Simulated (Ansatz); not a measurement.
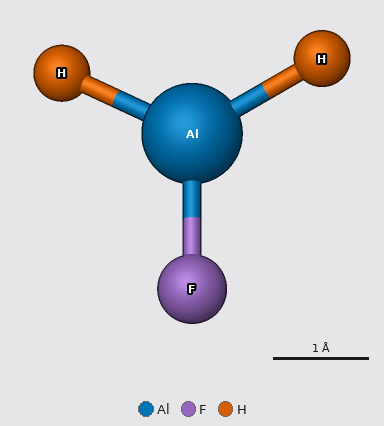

Figure 1. The input geometry (ball-and-stick view, seen at a tilt). Sticks mark near contacts.

AlH2F: nudged elastic band

- system: AlH2F
- method: RKS PBE/6-31G* (Ansatz 0.2.0)

It belongs to a series of runs on one base structure; here: band between the two ends.

**The input**
```yaml
crystal:
  periodic: [false, false, false]
  atoms:
    - { symbol: Al, position_ang: [0.40177, 0.0, 0.179716] }
    - { symbol: F, position_ang: [0.442703, 0.0, 1.848704] }
    - { symbol: H, position_ang: [1.804575, 0.0, -0.583657] }
    - { symbol: H, position_ang: [-1.036948, 0.0, -0.513961] }
basis:
  gaussian: { orbitals: "6-31G*" }
hamiltonian:
  xc: pbe
neb:
  order_check: false
  images: 7
  f_tol: 0.03
  max_iterations: 60
  final_atoms:
    - { symbol: Al, position_ang: [0.10583787, 0.0, -0.7936607] }
    - { symbol: F, position_ang: [1.06622871, 0.0, 1.20873641] }
    - { symbol: H, position_ang: [1.88152522, 0.0, 0.68674666] }
    - { symbol: H, position_ang: [-1.44149181, 0.0, -0.17102036] }
  initial_path:
    images:
      - { positions_ang: [[0.40177, 0.0, 0.179716], [0.442703, 0.0, 1.848704], [1.804575, 0.0, -0.583657], [-1.036948, 0.0, -0.513961]] }
      - { positions_ang: [[0.30138793, 0.0, 0.13468259], [0.6377389, 0.0, 1.74674099], [1.78817118, 0.0, -0.36969601], [-1.11519801, 0.0, -0.58092558]] }
      - { positions_ang: [[0.20100586, 0.0, 0.08964918], [0.8327748, 0.0, 1.64477799], [1.77176737, 0.0, -0.15573501], [-1.19344803, 0.0, -0.64789015]] }
      - { positions_ang: [[0.10062379, 0.0, 0.04461577], [1.0278107, 0.0, 1.54281498], [1.75536355, 0.0, 0.05822598], [-1.27169804, 0.0, -0.71485473]] }
      - { positions_ang: [[0.00024172, 0.0, -0.00041764], [1.2228466, 0.0, 1.44085197], [1.73895974, 0.0, 0.27218698], [-1.34994806, 0.0, -0.78181931]] }
      - { positions_ang: [[0.02664076, 0.0, -0.19872841], [1.18369213, 0.0, 1.38282308], [1.77460111, 0.0, 0.3758269], [-1.372834, 0.0, -0.62911957]] }
      - { positions_ang: [[0.05303979, 0.0, -0.39703917], [1.14453766, 0.0, 1.32479419], [1.81024248, 0.0, 0.47946682], [-1.39571993, 0.0, -0.47641984]] }
      - { positions_ang: [[0.07943883, 0.0, -0.59534994], [1.10538319, 0.0, 1.2667653], [1.84588385, 0.0, 0.58310674], [-1.41860587, 0.0, -0.3237201]] }
      - { positions_ang: [[0.10583787, 0.0, -0.7936607], [1.06622871, 0.0, 1.20873641], [1.88152522, 0.0, 0.68674666], [-1.44149181, 0.0, -0.17102036]] }
```

Machine: 1 thread of Arm Neoverse V2, 24 GiB of memory available, shared host.

Run as:
```bash
ansatz run input.yaml --threads 1 --pin off --max-ram 2048MiB --backend cpu --events-out ev --progress --plain --runs-dir out
```

**The program's output**
```
Engine: ansatz 0.2.0, aarch64-unknown-linux-gnu
Functional definition: PBE
  parameter kappa = 0.804
  parameter beta = 0.06672455060314922
  exchange = pbe_x(kappa = kappa, mu = beta*pi^2/3)
  correlation = pbe_c(beta = beta)
424 factors; their error is unknown
mean field evaluation 1: about -9338.2994 eV, gradient 3.7e1 eV
mean field evaluation 2: about -9323.1489 eV, gradient 1.0e2 eV
mean field evaluation 4: about -9340.6114 eV, gradient 2.2e0 eV
mean field evaluation 8: about -9340.6081 eV, gradient 1.6e-2 eV
mean field -9340.60810826 eV, -343.2610166871 hartree, gradient 1.2e-5 eV, S^2 0.000000; 0 other end points of the search recorded, 0 dependent functions left out
the calculation of the forces begins
reference -9340.60815185 eV, -343.2610182887 hartree; 12, 12 occupied and 26, 26 virtual orbitals, 424 factors
424 factors; their error is unknown
mean field evaluation 16: about -9334.3912 eV, gradient 4.5e1 eV
mean field -9337.72339930 eV, -343.1550055881 hartree, gradient 3.8e-5 eV, S^2 0.000000; 0 other end points of the search recorded, 0 dependent functions left out
[... from here on the field's lines of each further geometry are left out, up to the last ...]
NEB iter   1: max|band force component| = 3.893e0 eV/Å  barrier→ = 3.6739 eV  barrier← = 0.7892 eV  Δτ_max = 0.1302 Å  (219 SCF iters)
NEB iter   2: max|band force component| = 2.291e0 eV/Å  barrier→ = 3.4638 eV  barrier← = 0.5791 eV  Δτ_max = 0.2000 Å  (190 SCF iters)
NEB iter   3: max|band force component| = 2.591e0 eV/Å  barrier→ = 3.1815 eV  barrier← = 0.2968 eV  Δτ_max = 0.2000 Å  (195 SCF iters)
NEB iter   4: max|band force component| = 9.341e-1 eV/Å  barrier→ = 3.0943 eV  barrier← = 0.2096 eV  Δτ_max = 0.1891 Å  (189 SCF iters)
NEB iter   5: max|band force component| = 4.541e-1 eV/Å  barrier→ = 3.0287 eV  barrier← = 0.1440 eV  CI = image 6  Δτ_max = 0.0278 Å  (190 SCF iters)
NEB iter   6: max|band force component| = 1.509e-1 eV/Å  barrier→ = 3.0274 eV  barrier← = 0.1427 eV  CI = image 6  Δτ_max = 0.0105 Å  (177 SCF iters)
NEB iter   7: max|band force component| = 7.643e-2 eV/Å  barrier→ = 3.0278 eV  barrier← = 0.1431 eV  CI = image 6  Δτ_max = 0.0037 Å  (171 SCF iters)
the calculation of the forces begins
reference -9337.68725444 eV, -343.1536772888 hartree; 12, 12 occupied and 26, 26 virtual orbitals, 424 factors
424 factors; their error is unknown
mean field -9337.58037569 eV, -343.1497495674 hartree, gradient 5.6e-5 eV, S^2 0.000000; 1 other end points of the search recorded, 0 dependent functions left out
the calculation of the forces begins
reference -9337.58041237 eV, -343.1497509151 hartree; 12, 12 occupied and 26, 26 virtual orbitals, 424 factors
NEB iter   8: max|band force component| = 2.632e-2 eV/Å  barrier→ = 3.0277 eV  barrier← = 0.1430 eV  CI = image 6  Δτ_max = 0.0000 Å  (312 SCF iters)
```

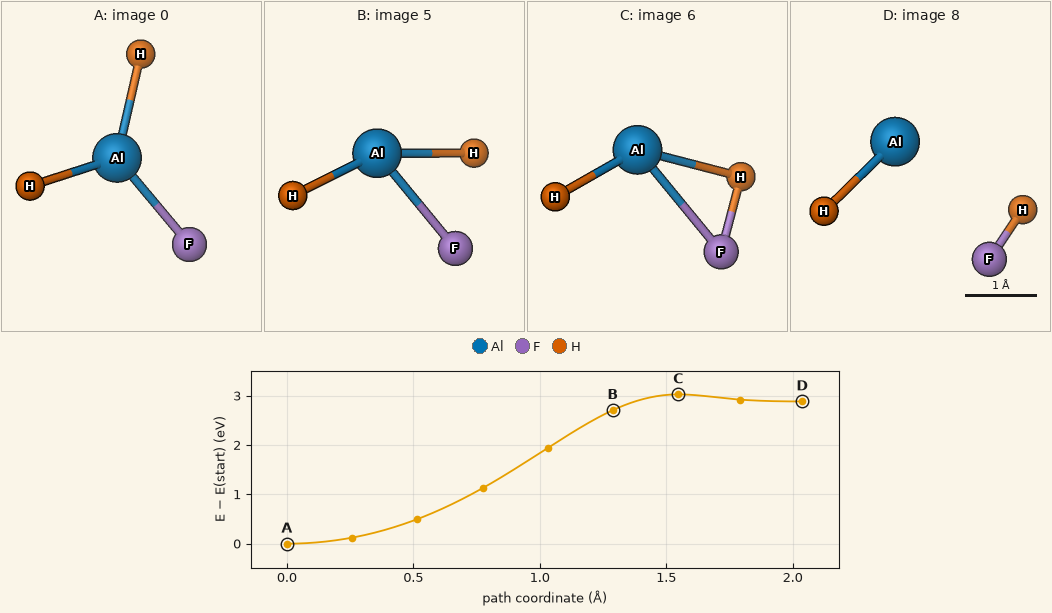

Figure 2. Images of the last band (counted from 0; ball-and-stick, seen at a tilt) above the energy along the path; the line is a cubic interpolation that uses the forces. The highest image is number 6, 3.028 eV above the start and 0.143 eV above the end (the climbing image); the end lies 2.885 eV above the start. The path is 2.04 Å long. The band converged in 8 iterations.

```
Total energy: -9337.58041237 eV, -343.1497509151 hartree
Atom 0 at     0.242168     0.000000    -0.488237 Å, force     0.003663     0.000000    -0.000545 eV/Å
Atom 1 at     0.988047     0.000000     1.311204 Å, force     0.000212     0.000000    -0.000845 eV/Å
Atom 2 at     1.770175    -0.000000     0.435905 Å, force     0.003584    -0.000000     0.001710 eV/Å
Atom 3 at    -1.388291    -0.000000    -0.328070 Å, force    -0.007460    -0.000000    -0.000319 eV/Å
Dipole moment:    -0.021891     0.000000    -0.052503 e Å
this run last wrote the band of iteration 8 to [file]
```

**The last band as extended XYZ (Å, eV, eV/Å)**
```
4
Properties=species:S:1:pos:R:3:forces:R:3 image=0 energy=-9340.60811
Al    0.4018    0.0000    0.1797   -0.0019   0.0000   0.0007
F     0.4427    0.0000    1.8487    0.0002   0.0000   0.0038
H     1.8046    0.0000   -0.5837    0.0002   0.0000  -0.0026
H    -1.0369    0.0000   -0.5140    0.0015   0.0000  -0.0018
4
Properties=species:S:1:pos:R:3:forces:R:3 image=1 energy=-9340.48540
Al    0.3656    0.0000    0.0922    0.1152   0.0000   0.3470
F     0.5193    0.0000    1.7477   -0.3202   0.0000   0.4083
H     1.8713    0.0000   -0.4268   -0.1197   0.0000  -0.6160
H    -1.1440    0.0000   -0.4823    0.3247   0.0000  -0.1393
4
Properties=species:S:1:pos:R:3:forces:R:3 image=2 energy=-9340.11014
Al    0.3359    0.0000   -0.0013    0.1853   0.0000   0.7767
F     0.5966    0.0000    1.6391   -0.6870   0.0000   0.8301
H     1.9066    0.0000   -0.2520    0.0029   0.0000  -1.3026
H    -1.2270    0.0000   -0.4550    0.4988   0.0000  -0.3043
4
Properties=species:S:1:pos:R:3:forces:R:3 image=3 energy=-9339.48256
Al    0.3138    0.0000   -0.1042    0.2271   0.0000   1.3019
F     0.6772    0.0000    1.5320   -1.0910   0.0000   1.0653
H     1.9089    0.0000   -0.0692    0.3416   0.0000  -1.9147
H    -1.2878    0.0000   -0.4277    0.5222   0.0000  -0.4526
4
Properties=species:S:1:pos:R:3:forces:R:3 image=4 energy=-9338.66707
Al    0.2975    0.0000   -0.2212    0.2861   0.0000   1.6701
F     0.7654    0.0000    1.4395   -1.3681   0.0000   0.9208
H     1.8791    0.0000    0.1132    0.6701   0.0000  -2.1094
H    -1.3299    0.0000   -0.4007    0.4119   0.0000  -0.4816
4
Properties=species:S:1:pos:R:3:forces:R:3 image=5 energy=-9337.89931
Al    0.2792    0.0000   -0.3524    0.2910   0.0000   1.2671
F     0.8660    0.0000    1.3702   -1.0602   0.0000   0.5056
H     1.8264    0.0000    0.2857    0.5431   0.0000  -1.4709
H    -1.3596    0.0000   -0.3727    0.2261   0.0000  -0.3019
4
Properties=species:S:1:pos:R:3:forces:R:3 image=6 energy=-9337.58038
Al    0.2422    0.0000   -0.4882    0.0037   0.0000  -0.0005
F     0.9880    0.0000    1.3112    0.0002   0.0000  -0.0008
H     1.7702    0.0000    0.4359    0.0036   0.0000   0.0017
H    -1.3883    0.0000   -0.3281   -0.0075   0.0000  -0.0003
4
Properties=species:S:1:pos:R:3:forces:R:3 image=7 energy=-9337.68722
Al    0.1794    0.0000   -0.6513   -0.0966   0.0000  -0.2619
F     1.0710    0.0000    1.2742    0.0864   0.0000  -0.0271
H     1.7873    0.0000    0.5635    0.0482   0.0000   0.2172
H    -1.4256    0.0000   -0.2556   -0.0381   0.0000   0.0718
4
Properties=species:S:1:pos:R:3:forces:R:3 image=8 energy=-9337.72340
Al    0.1058    0.0000   -0.7937    0.0140   0.0000   0.0024
F     1.0662    0.0000    1.2087   -0.0025   0.0000  -0.0010
H     1.8815    0.0000    0.6867   -0.0037   0.0000  -0.0050
H    -1.4415    0.0000   -0.1710   -0.0078   0.0000   0.0036
```

**Summary**

```json
{"quantity": "outcome", "value": "converged"}
{"quantity": "barrier, forward", "value": "3.028 eV"}
{"quantity": "barrier, backward", "value": "0.143 eV"}
{"quantity": "wall time", "value": "33 s"}
{"quantity": "peak memory", "value": "0.081 GiB"}
```

**Remarks**

The order of the saddle point was not checked.
